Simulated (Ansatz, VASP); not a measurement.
**SiC (SiC(110)) in two plane-wave programs**

One calculation is typed for both programs; each brings its own data sets. How far apart do they land? Of the first pair: The structure shown is the end of the VASP relaxation below. Valence electrons are named where the data sets of a main pair hold unlike numbers.

Program: Ansatz 0.2.0. Level of theory: plane waves, with VASP 6.6.1 beside it; single point at PBE and band structure at PBE. Results are calculated unless marked as measured.

## 1. Starting point

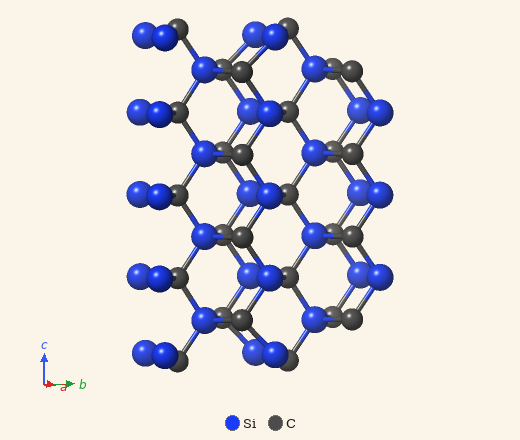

Start, viewed from the side, with the c axis up; silicon blue, carbon dark grey. 1×2×1 cells are drawn. Some periodic images of atoms are drawn too.

The cell holds 18 atoms: 9 Si and 9 C. Its edges and angles: a = 3.035 Å, b = 4.292 Å, c = 28.465 Å, α = 90.0°, β = 90.0°, γ = 90.0°. It derives from SiC. As first built, before any earlier steps moved the atoms (in the runner's words): 9 layers, strained by -2 % in the plane. Vacuum lies along c.

## 2. VASP: relaxation, PBE

This run makes the geometry at which the two programs are then compared.

Lines of VASP's logs that name or quote its potential files are left out, and so is its time.

INCAR reads:

```
SYSTEM = SiC
PREC = Normal
ENCUT = 440
EDIFF = 1E-05
NELM = 120
ISMEAR = 0
SIGMA = 0.03
LREAL = Auto
ALGO = Fast
GGA = PE
NBANDS = 54
LORBIT = 11
LWAVE = .FALSE.
LCHARG = .FALSE.
KPAR = 4
IBRION = 2
NSW = 60
ISIF = 2
EDIFFG = -0.03
POTIM = 0.4
MAXMIX = 40
IDIPOL = 3
LDIPOL = .TRUE.
DIPOL = 0.5 0.5 0.5
```

POSCAR reads:

```
SiC
1.0
    3.0348030816      0.0000000000      0.0000000000
    0.0000000000      4.2918596772      0.0000000000
    0.0000000000      0.0000000000     28.4645926536
Si C
9 9
Direct
    0.0000000000      0.0000000000      0.2810509200
    0.5000000000      0.5000000000      0.3357881900
    0.0000000000      0.0000000000      0.3905254600
    0.5000000000      0.5000000000      0.4452627300
    0.0000000000      0.0000000000      0.5000000000
    0.5000000000      0.5000000000      0.5547372700
    0.0000000000      0.0000000000      0.6094745400
    0.5000000000      0.5000000000      0.6642118100
    0.0000000000      0.0000000000      0.7189490800
    0.0000000000      0.7500000000      0.3357881900
    0.5000000000      0.2500000000      0.2810509200
    0.0000000000      0.7500000000      0.4452627300
    0.5000000000      0.2500000000      0.3905254600
    0.0000000000      0.7500000000      0.5547372700
    0.5000000000      0.2500000000      0.5000000000
    0.0000000000      0.7500000000      0.6642118100
    0.5000000000      0.2500000000      0.6094745400
    0.5000000000      0.2500000000      0.7189490800
```

KPOINTS reads:

```
Automatic mesh
0
Gamma
8 6 1
0 0 0
```

PAW data sets: Si and C (PBE family, release 64).

Command:

```sh
mpirun -np 4 vasp_std
```

Numbers of over 12 decimals in the logs are rounded to 6 here.

Log:

```text
[banner, memory and clock lines left out]
running    4 mpi-ranks, on    1 nodes
 distrk:  each k-point on    1 cores,    4 groups
 distr:  one band on    1 cores,    1 groups

 POSCAR found type information on POSCAR SiC
 POSCAR found :  2 types and      18 ions
 LDA part: xc-table for (Slater+PW92), standard interpolation
 POSCAR, INCAR and KPOINTS ok, starting setup
 FFT: planning ... GRIDC
 FFT: planning ... GRID_SOFT
 FFT: planning ... GRID
 WAVECAR not read
 entering main loop
       N       E                     dE             d eps       ncg     rms          rms(c)
DAV:   1     0.342363415997E+03    0.34236E+03   -0.27471E+04  2176   0.975E+02
DAV:   2    -0.100984158094E+03   -0.44335E+03   -0.42248E+03  2886   0.223E+02
DAV:   3    -0.146431563428E+03   -0.45447E+02   -0.44789E+02  2696   0.691E+01
DAV:   4    -0.148544544026E+03   -0.21130E+01   -0.21065E+01  3080   0.166E+01
DAV:   5    -0.148619848526E+03   -0.75305E-01   -0.75253E-01  2968   0.285E+00    0.270E+01
RMM:   6    -0.129297532883E+03    0.19322E+02   -0.46044E+01  2178   0.188E+01    0.118E+01
RMM:   7    -0.129463870412E+03   -0.16634E+00   -0.15045E+01  2183   0.120E+01    0.557E+00
RMM:   8    -0.129267640070E+03    0.19623E+00   -0.95821E-01  2198   0.393E+00    0.205E+00
RMM:   9    -0.129235592819E+03    0.32047E-01   -0.26782E-01  2268   0.186E+00    0.407E-01
RMM:  10    -0.129236772025E+03   -0.11792E-02   -0.69003E-02  2520   0.845E-01    0.255E-01
RMM:  11    -0.129238090559E+03   -0.13185E-02   -0.11425E-02  2351   0.379E-01    0.151E-01
RMM:  12    -0.129238385132E+03   -0.29457E-03   -0.22330E-03  2340   0.163E-01    0.645E-02
RMM:  13    -0.129238981374E+03   -0.59624E-03   -0.12422E-03  2196   0.111E-01    0.481E-02
RMM:  14    -0.129239421261E+03   -0.43989E-03   -0.82432E-04  2234   0.760E-02    0.222E-02
RMM:  15    -0.129239781306E+03   -0.36005E-03   -0.19118E-04  2067   0.414E-02    0.126E-02
RMM:  16    -0.129239863853E+03   -0.82547E-04   -0.78293E-05  1791   0.238E-02    0.724E-03
RMM:  17    -0.129239958670E+03   -0.94817E-04   -0.43174E-05  1596   0.154E-02    0.500E-03
RMM:  18    -0.129239988457E+03   -0.29786E-04   -0.10534E-05  1480   0.931E-03    0.400E-03
RMM:  19    -0.129240041173E+03   -0.52716E-04   -0.60268E-06  1456   0.588E-03    0.196E-03
RMM:  20    -0.129240088671E+03   -0.47498E-04   -0.41736E-06  1393   0.472E-03    0.952E-04
RMM:  21    -0.129240111567E+03   -0.22896E-04   -0.17729E-06   925   0.308E-03    0.826E-04
RMM:  22    -0.129240115900E+03   -0.43329E-05   -0.55988E-07   813   0.240E-03
   1 F= -.12924012E+03 E0= -.12924012E+03  d E =-.129240E+03
[... from here on, the cycles between the ionic steps are left out ...]
   2 F= -.12997514E+03 E0= -.12997514E+03  d E =-.735024E+00
   3 F= -.13006906E+03 E0= -.13006906E+03  d E =-.828946E+00
   9 F= -.13033265E+03 E0= -.13033265E+03  d E =-.919032E-02
  10 F= -.13033664E+03 E0= -.13033664E+03  d E =-.398259E-02
  11 F= -.13033699E+03 E0= -.13033699E+03  d E =-.433790E-02
  12 F= -.13034029E+03 E0= -.13034029E+03  d E =-.329786E-02
  13 F= -.13034133E+03 E0= -.13034133E+03  d E =-.433426E-02
  14 F= -.13034347E+03 E0= -.13034347E+03  d E =-.214852E-02
  15 F= -.13034348E+03 E0= -.13034348E+03  d E =-.215466E-02
  16 F= -.13034385E+03 E0= -.13034385E+03  d E =-.370426E-03
  17 F= -.13034386E+03 E0= -.13034386E+03  d E =-.376254E-03
  18 F= -.13034411E+03 E0= -.13034411E+03  d E =-.252346E-03
  19 F= -.13034412E+03 E0= -.13034412E+03  d E =-.262401E-03
 curvature:  -1.15 expect dE=-0.309E-03 dE for cont linesearch -0.103E-06
 trial: gam= 0.69758 g(F)=  0.267E-03 g(S)=  0.000E+00 ort =-0.699E-05 (trialstep = 0.128E+01)
 search vector abs. value=  0.524E-03
 bond charge predicted
       N       E                     dE             d eps       ncg     rms          rms(c)
DAV:   1    -0.130344295954E+03   -0.17608E-03   -0.35815E-02  2268   0.789E-01    0.465E-02
RMM:   2    -0.130344204783E+03    0.91172E-04   -0.60374E-04  2189   0.979E-02    0.249E-02
RMM:   3    -0.130344290735E+03   -0.85952E-04   -0.12371E-04  2244   0.433E-02    0.185E-02
RMM:   4    -0.130344319858E+03   -0.29123E-04   -0.30875E-05  1636   0.206E-02    0.904E-03
RMM:   5    -0.130344314839E+03    0.50197E-05   -0.59454E-06  1427   0.976E-03
  20 F= -.13034431E+03 E0= -.13034431E+03  d E =-.196199E-03
 trial-energy change:   -0.000196  1 .order   -0.000199   -0.000336   -0.000062
 step:   1.5668(harm=  1.5668)  dis= 0.00214  next Energy=  -130.344324 (dE=-0.206E-03)
 reached required accuracy - stopping structural energy minimisation
```

OUTCAR, selected parts (step 2):

```text
ion  position               nearest neighbor table
   1  0.000  0.000  0.281-  11 1.86  11 1.86  10 1.89   2 3.06   2 3.06   2 3.06   2 3.06   3 3.12

  LATTYP: Found a simple orthorhombic cell.
 ALAT       =     3.0348030816
 B/A-ratio  =     1.4142135624
 C/A-ratio  =     9.3793870272

 Subroutine GETGRP returns: Found  4 space group operations
 (whereof  4 operations were pure point group operations)

The static configuration has the point symmetry C_2v.

 Found     20 irreducible k-points:

   k-points           NKPTS =     20   k-points in BZ     NKDIM =     20   number of bands    NBANDS=     54

   dimension x,y,z NGX =    16 NGY =   24 NGZ =  150
   dimension x,y,z NGXF=    32 NGYF=   48 NGZF=  300

   ENCUT  =  440.0 eV  32.34 Ry    5.69 a.u.   5.19  7.34 48.68*2*pi/ulx,y,z

   NELECT =      72.0000    total number of electrons

 k-points in reciprocal lattice and weights: Automatic mesh
   0.00000000  0.00000000  0.00000000       0.021
   0.12500000  0.00000000  0.00000000       0.042
   0.25000000  0.00000000  0.00000000       0.042
   0.37500000  0.00000000  0.00000000       0.042
   0.50000000  0.00000000  0.00000000       0.021
   0.00000000  0.16666667  0.00000000       0.042
   0.12500000  0.16666667  0.00000000       0.083
   0.25000000  0.16666667  0.00000000       0.083
   0.37500000  0.16666667  0.00000000       0.083
[...]
0.37500000  0.50000000  0.00000000       0.042
   0.50000000  0.50000000  0.00000000       0.021

 dipolmoment           0.000000      0.000000      0.000000 electrons x Angstroem

 average (electrostatic) potential at core
       1 -87.6469       2 -87.3930       3 -87.4968       4 -87.3780       5 -87.4176
       6 -87.3780       7 -87.4968       8 -87.3930       9 -87.6469      10 -51.9772
      11 -51.4607      12 -51.8563      13 -51.7647      14 -51.8563      15 -51.8061
      16 -51.9772      17 -51.7647      18 -51.4607

 E-fermi :   1.6546

 k-point     1 :       0.0000    0.0000    0.0000
  band No.  band energies     occupation
    ...
     32       0.6868      2.00000
     33       0.9714      2.00000
     34       1.0574      2.00000
     35       1.1114      2.00000
     36       1.1943      2.00000
     37       2.7537      0.00000
     38       3.5064      0.00000
     39       4.3216      0.00000
     40       4.4859      0.00000
     41       4.5099      0.00000
    ...

 k-point     2 :       0.1250    0.0000    0.0000
  band No.  band energies     occupation
    ...
     32       0.1087      2.00000
     33       0.2531      2.00000
     34       0.2778      2.00000
     35       0.9904      2.00000
     36       1.0028      2.00000
     37       3.4320      0.00000
     38       4.1543      0.00000
     39       4.4880      0.00000
     40       4.8361      0.00000
     41       5.3399      0.00000
    ...

 k-point     3 :       0.2500    0.0000    0.0000
  band No.  band energies     occupation
    ...
     32      -0.7796      2.00000
     33      -0.4721      2.00000
     34       0.0332      2.00000
     35       0.6989      2.00000
     36       0.8167      2.00000
     37       3.7383      0.00000
     38       3.9063      0.00000
     39       4.6677      0.00000
     40       4.7062      0.00000
     41       5.0202      0.00000
    ...

  Total       15.7633449      9.7048085     -0.8338531      0.0000000      0.0000000      0.0000000
  in kB       68.1205203     41.9388528     -3.6034552      0.0000000      0.0000000      0.0000000
  external PRESSURE =      35.4853060 kB  Pullay stress =       0.0000000 kB

  energy-cutoff  :      440.00
  volume of cell :      370.75
      direct lattice vectors                 reciprocal lattice vectors
     3.034803082  0.000000000  0.000000000     0.329510671  0.000000000  0.000000000
     0.000000000  4.291859677  0.000000000     0.000000000  0.232999230  0.000000000
     0.000000000  0.000000000 28.464592654     0.000000000  0.000000000  0.035131365

 POSITION                                       TOTAL-FORCE (eV/Angst)
 -----------------------------------------------------------------------------------
      0.00000      0.18538      8.22897        -0.000000     -0.004023      0.000040
      1.51740      2.11472      9.49574        -0.000000      0.002328      0.008459
      3.03480      4.27131     11.12493        -0.000000     -0.020703      0.002985
      1.51740      2.11240     12.66789         0.000000      0.004467     -0.011725
      0.00000      4.26294     14.23230        -0.000000      0.013504     -0.000000
      1.51740      2.11240     15.79670         0.000000      0.004467      0.011725
      0.00000      4.27131     17.33966        -0.000000     -0.020703     -0.002985
      1.51740      2.11472     18.96885        -0.000000      0.002328     -0.008459
      0.00000      0.18538     20.23562        -0.000000     -0.004023     -0.000040
      0.00000      3.18209      9.54344         0.000000      0.006178     -0.002396
      1.51740      1.05836      7.96102        -0.000000     -0.007494      0.025533
      0.00000      3.19964     12.67279        -0.000000      0.002364      0.007265
      1.51740      1.06632     11.10325        -0.000000      0.006321      0.006465
      3.03480      3.19964     15.79181        -0.000000      0.002364     -0.007265
      1.51740      1.05630     14.23230        -0.000000      0.007619     -0.000000
      0.00000      3.18209     18.92115        -0.000000      0.006178      0.002396
      1.51740      1.06632     17.36134        -0.000000      0.006321     -0.006465
      1.51740      1.05836     20.50357         0.000000     -0.007494     -0.025533
 -----------------------------------------------------------------------------------
    total drift:                                0.000000      0.006703     -0.000006

  FREE ENERGIE OF THE ION-ELECTRON SYSTEM (eV)
  ---------------------------------------------------
  free  energy   TOTEN  =      -130.3443148386 eV

  energy  without entropy=     -130.3443148386  energy(sigma->0) =     -130.34431484

 reached required accuracy - stopping structural energy minimisation

 vacuum level on the upper side and lower side of the slab         6.814         6.814

 total charge
# of ion       s       p       d       tot
------------------------------------------
    1        0.757   0.949   0.000   1.706
    2        0.704   0.971   0.000   1.675
    3        0.710   0.976   0.000   1.686
    4        0.710   0.986   0.000   1.695
    5        0.709   0.984   0.000   1.693
    6        0.710   0.986   0.000   1.695
    7        0.710   0.976   0.000   1.686
    8        0.704   0.971   0.000   1.675
    9        0.757   0.949   0.000   1.706
   10        0.851   1.720   0.000   2.571
   11        0.871   1.648   0.000   2.519
   12        0.842   1.725   0.000   2.567
   13        0.843   1.715   0.000   2.558
   14        0.842   1.725   0.000   2.567
   15        0.842   1.726   0.000   2.568
   16        0.851   1.720   0.000   2.571
   17        0.843   1.715   0.000   2.558
   18        0.871   1.648   0.000   2.519
--------------------------------------------------
tot         14.125  24.091   0.000  38.216

[... 3 further parts left out ...]
```

The gap is read on the k-mesh alone, so it is an upper bound where the band edges lie off the mesh. The run keeps the 4 symmetry operations of its start, so it cannot find a distortion of lower symmetry.

[end of part 1 of 3]

[Lines on the potential files, build, host, timing and source positions are cut from VASP's logs without a mark.]

[Logs are printed without paths, hosts, clocks, repeated set-up lines and the standing remarks that a program may print on its own settings, such as how far it seeks lower states.]

[Hosts, paths, dates, database ids (printed as entryN), source tags and the programs' standing remarks are cut or masked in the printed files.]
